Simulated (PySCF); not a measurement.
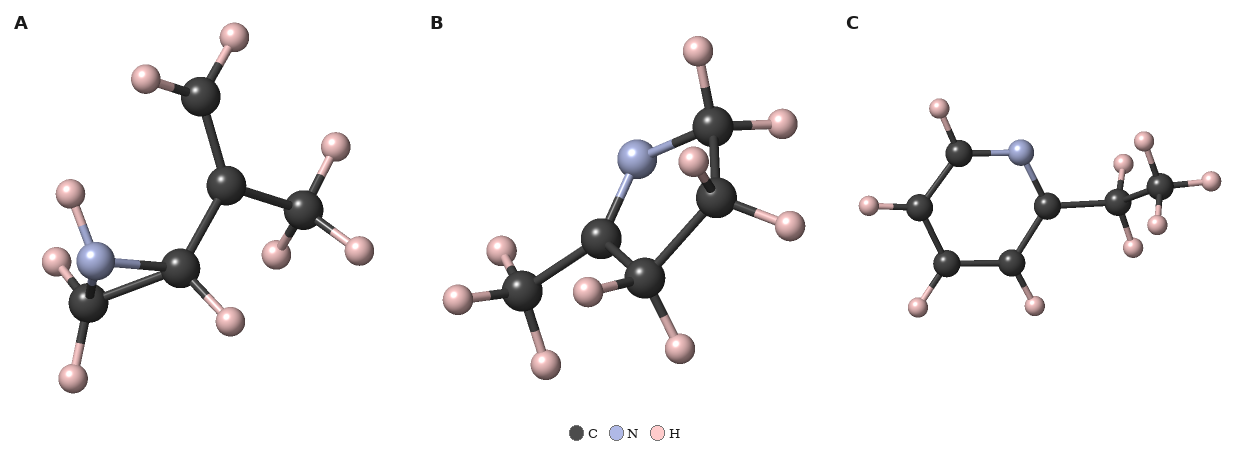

Simulated data, not a measurement (program: PySCF).

```xyz
15
charge 0, multiplicity 1
C     2.1163    0.6328    0.3029
C     0.6569    0.3851    0.1232
N    -0.2235    1.2743    0.3533
C    -1.5467    0.7352    0.1034
C    -1.3791   -0.7001   -0.4524
C     0.1284   -0.9584   -0.3312
H     2.6586    0.4693   -0.6426
H     2.5424   -0.0688    1.0385
H     2.2849    1.6617    0.6443
H    -2.1226    0.7601    1.0447
H    -2.0845    1.4007   -0.5921
H    -1.7108   -0.7621   -1.4989
H    -1.9732   -1.4325    0.1119
H     0.3828   -1.7362    0.4095
H     0.6017   -1.2726   -1.2760
```

Question: Which panel shows the molecule in this file?

Answer: B. The file holds C5H9N, `CC1=NCCC1`.
